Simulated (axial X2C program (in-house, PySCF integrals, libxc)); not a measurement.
# AgCl⁺: properties at the nuclei

Wanted for AgCl⁺: properties at the nuclei, at the two-component level.

Program: an in-house X2C program for linear molecules on PySCF integrals. Level of theory: two-component X2C with atomic mean-field terms, Ag dyall-cv3z, Cl dyall-av3z. These are calculated values, not measurements.

**1. Input**

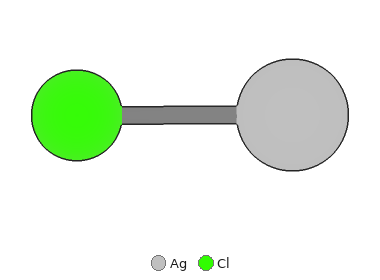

The two atoms at 2.270 Å (silver light grey, chlorine green).

task.json

```json
{
 "zs": [
  47,
  17
 ],
 "q": 1,
 "bas": [
  "dyall-cv3z",
  "dyall-av3z"
 ],
 "r0": 2.27,
 "levels": [
  "PBE0",
  "HF",
  "LDA",
  "PBE50",
  "BP86"
 ],
 "nst": 3
}
```

Keys: zs atomic numbers; q charge; bas basis sets; r0 starting distance in Å; levels methods (HF also brings MP2); nst determinants followed.

Started as:

```bash
> python soeom.py task.json out
```

Nuclei are Gaussian, cores are contracted, and the Gaunt term is on.

**2. Expectation values, lowest determinant**

R = 2.433 Å. State: Ω = 3/2 (excess of +ω over −ω: ω = 3/2).

Output of the PBE0 run:

```text
two-component X2C + atomic mean field  PBE0
basis functions 212  fitting functions 967  grid points 5081
iter        total energy     max residual
   1      -5774.025020394     4.43e-05
   2      -5774.025020395     2.56e-06
converged
one-electron -8290.94794951  Coulomb 2524.31343909  exact exchange -43.86916378  xc functional -134.40160736  nuclear repulsion 173.78240507  atomic mean-field constant -2.90214390
```

The highest occupied spinor is 46% Cl p, 43% Ag d, 7% Ag s.

```csv
level,Eeff magnitude (GV/cm),Ws magnitude Ag (kHz),A∥/gI Ag (MHz),qzz Ag (a.u.),A∥/gI Cl (MHz),qzz Cl (a.u.)
PBE0,0.148,0.0695,-15.4,-0.75,357,-1.41
HF,0.236,0.0869,-33.1,-1.39,377,-2.04
LDA,0.13,0.069,9.21,-0.13,333,-0.65
PBE50,0.179,0.0738,-25.3,-1.06,369,-1.71
BP86,0.0869,0.0551,20.7,-0.25,326,-0.77
```

Eeff is the effective electric field on the electron dipole moment in this Ω state and Ws the scalar–pseudoscalar constant (defined with the proton number Z and per Ω); A∥ is the parallel hyperfine constant, which follows by multiplying with the nuclear g factor gI = μI/(I μN); qzz is the electric field gradient, eQq0 = 234.96 MHz × Q/barn × qzz. The operators were transformed with the bare-nucleus X2C matrices.

**3. Expectation values, a higher determinant**

R = 2.433 Å. State: Ω = 1/2 (excess of +ω over −ω: ω = 1/2), 0.09 eV above the lowest in the PBE0 search for states (made at or near this distance, with looser thresholds).

Output of the PBE0 run:

```text
two-component X2C + atomic mean field  PBE0
basis functions 212  fitting functions 967  grid points 5081
iter        total energy     max residual
   1      -5774.021699239     7.08e-05
   2      -5774.021699243     6.87e-06
converged
one-electron -8290.97851193  Coulomb 2524.34835870  exact exchange -43.86967579  xc functional -134.40213139  nuclear repulsion 173.78240507  atomic mean-field constant -2.90214390
```

The highest occupied spinor is 79% Cl p, 18% Ag d.

```csv
level,Eeff magnitude (GV/cm),Ws magnitude Ag (kHz),A∥/gI Ag (MHz),qzz Ag (a.u.),A∥/gI Cl (MHz),qzz Cl (a.u.)
PBE0,0.147,0.218,308,-0.76,1690,-1.47
HF,0.478,0.552,233,-1.35,1370,-1.72
LDA,0.00263,0.0952,493,-0.08,1650,-0.66
PBE50,0.229,0.285,229,-1.06,1670,-1.74
BP86,0.0367,0.0607,447,-0.20,1620,-0.78
```

**4. Summary of results**

| quantity | value |
| --- | --- |
| lowest determinant | Ω = 3/2 (excess of +ω over −ω: ω = 3/2) |
| Eeff magnitude (GV/cm), PBE0 | 0.148 |
| Ws magnitude Ag (kHz), PBE0 | 0.0695 |
| A∥/gI Ag (MHz), PBE0 | -15.4 |
| qzz Ag (a.u.), PBE0 | -0.75 |
| higher determinant | Ω = 1/2 (excess of +ω over −ω: ω = 1/2) |
| Eeff magnitude (GV/cm), PBE0, higher determinant | 0.147 |
| Ws magnitude Ag (kHz), PBE0, higher determinant | 0.218 |
| A∥/gI Ag (MHz), PBE0, higher determinant | 308 |
| qzz Ag (a.u.), PBE0, higher determinant | -0.76 |

In the first state, the effective field runs from 0.0869 to 0.236 GV/cm over the mean-field levels, so the levels don't agree on it. The expectation values come from single determinants, which for open shells can mix terms of unlike spin or miss the lowest Ω, so a determinant need not be a state. Eeff is the effective electric field on the electron dipole moment in this Ω state and Ws the scalar–pseudoscalar constant (defined with the proton number Z and per Ω); A∥ is the parallel hyperfine constant, which follows by multiplying with the nuclear g factor gI = μI/(I μN); qzz is the electric field gradient, eQq0 = 234.96 MHz × Q/barn × qzz. The operators were transformed with the bare-nucleus X2C matrices. A second determinant lies within 0.1 eV of the first, so their order is not settled at this level.
